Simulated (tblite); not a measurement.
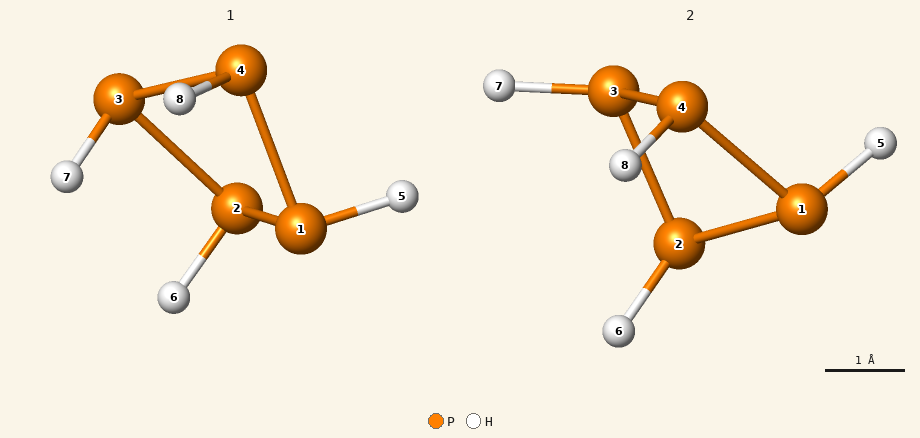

Two geometries of P₄H₄, drawn at one scale. One is the start of a relaxation, the other its converged end. Style: ball-and-stick. Shown from a free direction.

All numbers below come from tblite, GFN2-xTB geometry optimisation, gas phase. 

Which geometry has the lower energy?

Answer. Structure 1 is the relaxed one. The energy falls by 131.1 kJ/mol in 57 geometry steps. The atom that moves furthest after the best rigid fit is H7 (1.48 Å). By element the largest moves are H 1.48 Å, P 0.62 Å. Some distances before and after: P2–H6 1.458 → 1.396 Å, P2–P3 2.175 → 2.235 Å, P1–H5 1.436 → 1.397 Å, P1–P4 2.229 → 2.202 Å. Among the angles between lasting bonds that change: P3–P4–H8 117.9° → 96.3°, P2–P3–H7 115.2° → 94.8°, P3–P2–H6 113.8° → 96.4°.
